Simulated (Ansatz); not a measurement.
**H$_{4}$InNS: density, localisation and related maps**

```json
{"atom": "In", "x (Å)": "0.8184", "y (Å)": "-1.3161", "z (Å)": "0.1621"}
{"atom": "N", "x (Å)": "0.6335", "y (Å)": "1.0625", "z (Å)": "0.1012"}
{"atom": "S", "x (Å)": "-1.0714", "y (Å)": "0.3673", "z (Å)": "-0.0798"}
{"atom": "H", "x (Å)": "0.8791", "y (Å)": "1.6295", "z (Å)": "-0.7218"}
{"atom": "H", "x (Å)": "0.6915", "y (Å)": "1.6572", "z (Å)": "0.9391"}
{"atom": "H", "x (Å)": "1.4971", "y (Å)": "-1.7751", "z (Å)": "-1.3666"}
{"atom": "H", "x (Å)": "1.1376", "y (Å)": "-1.7213", "z (Å)": "1.8181"}
```

Geometry: BLYP-D3(BJ)/def2-SVP; core potentials replace the inner electrons of In.

These are results of isolated molecule in a Gaussian basis; Kohn-Sham density functional theory, functional PBE0 in Ansatz 0.2.0, not measurements.

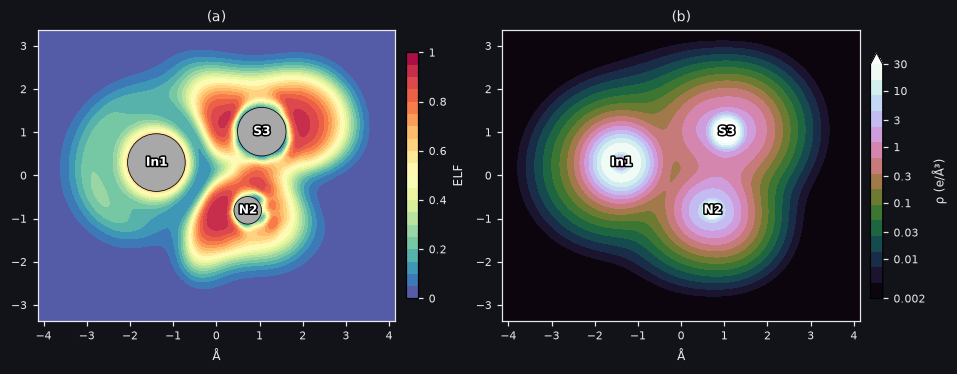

Figure 1. (a) ELF; (b) electron density on the plane of atoms In1, S3 and N2. Grey discs cover the atomic cores in the ELF map.

Read the bonding off the picture.

The plane passes through In, N and S nuclei.
S–N (1.85 Å): ρ is about 1 e/Å³ halfway; the ELF peaks at about 0.85 between the atoms (localised, covalent bonding).
In–N (2.39 Å): the density is about 0.34 e/Å³ at the midpoint; the ELF is about 0.15 at the midpoint.
In–S (2.54 Å): the density is about 0.4 e/Å³ at the midpoint; the ELF peaks at about 0.80 in the valence shell of S, 0.9 Å from its nucleus, and drops to about 0.15 between the two atoms.
The ELF also peaks beside S3, away from the bonds: lone-pair regions.

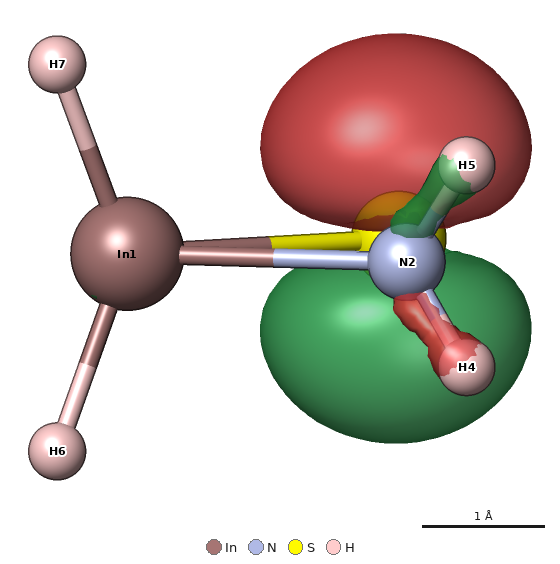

Figure 2. The HOMO at ±0.15 Å⁻³ᐟ² (green and red are the two phases), seen across its widest extent.

Where does this orbital lie, and at what energy?

It lies mainly on S3 (about 85 %); largely a lone pair of S3. Its energy is −6.55 eV.

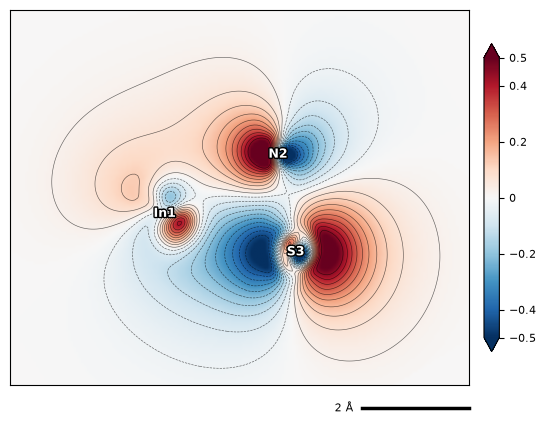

Figure 3. The HOMO−1 on the plane of atoms In1, N2 and S3 (values in Å⁻³ᐟ²; the overall sign is arbitrary).

Where does this orbital lie, and at what energy?

Its weight (Hirshfeld) is mainly on S3 (about 60 %), In1 (about 20 %) and N2 (about 15 %). Its energy is −6.90 eV.
